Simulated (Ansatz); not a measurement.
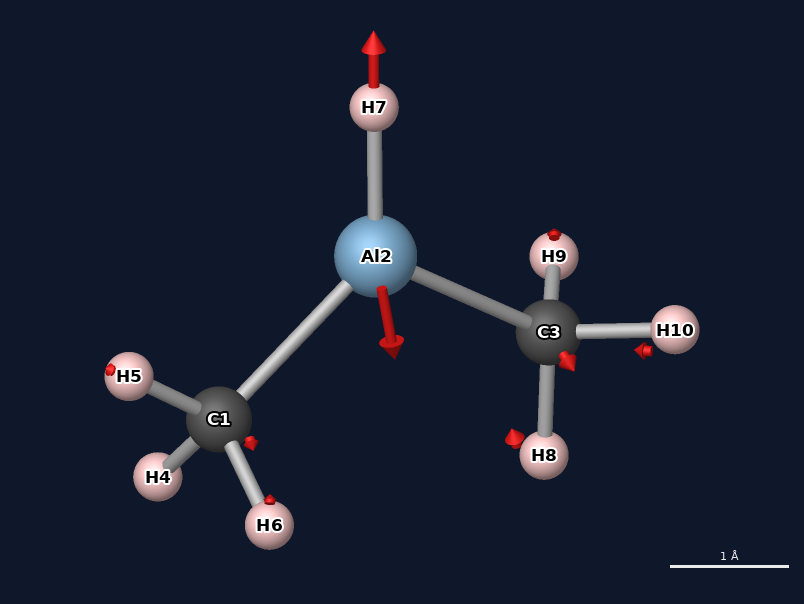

Arrows show the forces on the atoms, 0.1 Å of arrow for 1 eV/Å; forces under a tenth of the largest aren't drawn. Level of theory: RHF-CCSD(T) (frozen core)/def2-TZVPP (Ansatz 0.2.0).

On which atom is the force largest, and how large is it?

Answer. On Al2: 7.08 eV/Å.

Along which bond is the force strongest?

Answer. Al2–H7, now 1.348 Å: the forces push its atoms apart, so a first step downhill lengthens it.

List the force components in the frame of the picture (x right, y up, z towards the viewer), in eV/Å.

```csv
atom,Fx,Fy,Fz
C1,0.33,−1.05,0.48
Al2,1.13,−6.10,−3.41
C3,0.97,−1.47,0.93
H4,0.12,0.40,−0.35
H5,−0.59,0.21,0.48
H6,0.02,0.82,−0.20
H7,−0.03,4.80,1.85
H8,−0.43,1.44,1.22
H9,0.01,0.82,−0.55
H10,−1.52,0.12,−0.43
```
